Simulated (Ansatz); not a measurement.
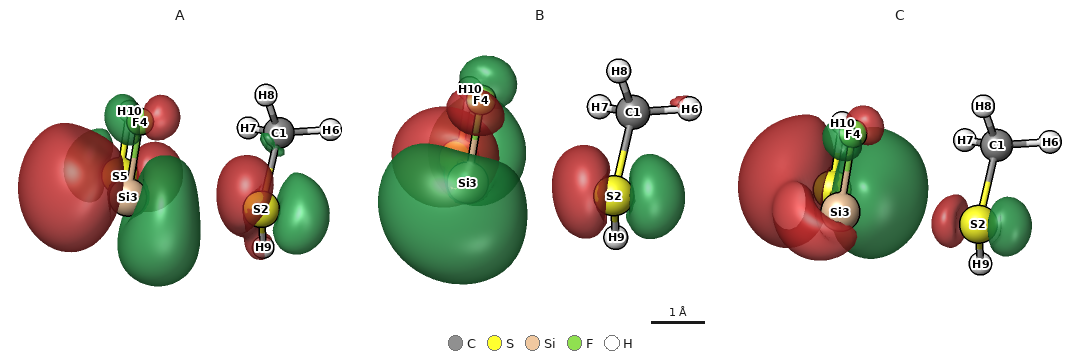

Figure. CH₅FS₂Si. Three frontier orbitals at ±0.1 Å⁻³ᐟ² (green and red are the two phases), in no order.

Level of theory: Ansatz 0.2.0, RKS PBE/def2-SVP.

Input

```
crystal:
  periodic: [false, false, false]
  atoms:
    - { symbol: C, position_ang: [-1.2642, -0.0776, 1.3421] }
    - { symbol: S, position_ang: [-0.0445, 1.1993, 0.9913] }
    - { symbol: Si, position_ang: [1.1231, 0.2639, -0.522] }
    - { symbol: F, position_ang: [1.5696, -1.219, -0.0397] }
    - { symbol: S, position_ang: [0.0401, 0.1466, -2.3412] }
    - { symbol: H, position_ang: [-1.9759, 0.3586, 2.1133] }
    - { symbol: H, position_ang: [-1.8882, -0.2267, 0.4428] }
    - { symbol: H, position_ang: [-0.8265, -0.9507, 1.6723] }
    - { symbol: H, position_ang: [0.64554, 2.38244, 1.1599] }
    - { symbol: H, position_ang: [0.9379, -0.5845, -2.9631] }
basis:
  gaussian: { orbitals: def2-SVP }
hamiltonian:
  xc: pbe
relax:
  f_tol: 0.02
  max_steps: 50
output:
  orbitals: {}
```

Launched as:

```sh
ansatz run input.yaml --threads 2 --pin off --max-ram 3072MiB --backend cpu --events-out ev --progress --plain --runs-dir out
```

The fields are those of the relaxed geometry.

### Order the three orbitals by energy and name them.

C is the HOMO−1 (−6.07 eV). It lies mainly on S5 (about 75 %) and Si3 (about 15 %); largely a lone pair of S5. B is the HOMO (−5.29 eV). Its weight (Hirshfeld) is mainly on Si3 (about 55 %), S5 (about 25 %), S2 (about 10 %) and F4 (about 5 %). A is the LUMO (−1.63 eV). By Hirshfeld shares it lies mainly on Si3 (about 65 %), S2 (about 15 %) and S5 (about 10 %).

### What is the HOMO–LUMO gap?

3.66 eV between the orbital energies.
